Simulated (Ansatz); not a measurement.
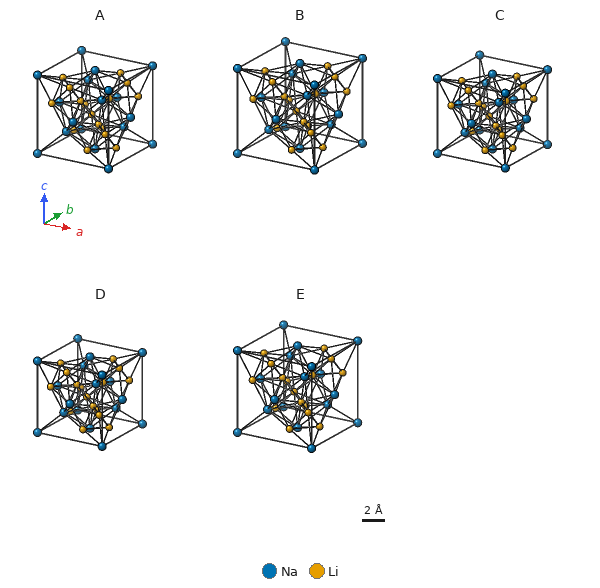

5 geometries from one relaxation of a crystal of NaLi₂ (built on the cubic Laves (C15)_227 type) (coarse preliminary run), in shuffled order. Style: ball-and-stick. Shown: the conventional cell (4 times the calculation's cell), from a free direction. Lengths and directions refer to the drawn axes.

Case: cubic Laves (C15) type (Fd-3m, No. 227).

These are results of Ansatz 0.2.0, DFT PBE, scalar-relativistic, plane waves, PAW, not measurements. (plane-wave cutoff 420 eV; k-point mesh 4 × 4 × 4; occupations gaussian; smearing width 0.1 eV; no spin polarisation; cell and atoms relaxed; force threshold 0.04 eV/Å; at most 70 steps)

Question: Put them in the order of the run, from the start to the converged end.

Answer: D, C, A, E, B. They are steps 0, 1, 2, 3, 7, at +368 meV per atom, +188 meV per atom, +79.6 meV per atom, +26.5 meV per atom relative to the last. After 5 accepted moves (7 points after the start) the energy has fallen by 368 meV per atom. All forces vanish by symmetry, so only the cell relaxes. The pressure goes from 16.07 to 0.37 GPa. At 2 points the geometry stayed and the basis and grid were re-selected for the new cell (energy shift of 13.7 meV per atom at most each time). No atom moves by more than 0.005 Å relative to the cell. The volume changes by +69.1 %, with a = b = c 7.132 → 8.496 Å (+19.1 %). Near-neighbour distances that change, for instance: Na–Na 3.088 → 3.679 Å, Li–Na 2.957 → 3.522 Å, Li–Li 2.521 → 3.004 Å. The space group stays Fd-3m (No. 227).
